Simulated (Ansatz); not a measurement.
## Response to strain in CdS

Take CdS in the wurtzite structure (space group P6_3mc, No. 186) as the base.

```xyz
4
Lattice="4.1966 0.0000 0.0000 -2.0983 3.6343 0.0000 0.0000 0.0000 6.8290" Properties=species:S:1:pos:R:3 pbc="T T T"
Cd     2.0983     1.2114     0.0060
Cd     0.0000     2.4229     3.4205
S      2.0983     1.2114     4.2634
S      0.0000     2.4229     0.8489
```

Strains are applied to the cell and any free atomic positions relax.

All numbers come from PBE (Ansatz, an electronic-structure program), without spin-orbit coupling.

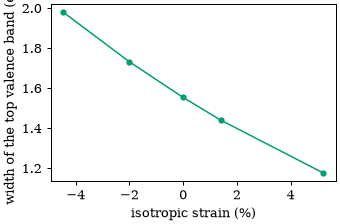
Figure: Width of the top valence band against isotropic strain

Task: From the plot, what is the width of the top valence band for isotropic strain −2.01 %?

Result: About 1.73 eV.

Task: Is the trend monotonic over the range shown?

Result: Yes, it falls throughout, spanning 1.18 eV to 1.98 eV.

The levels and masses belong to the bands next to the band gap. Stability against distortions was not tested.
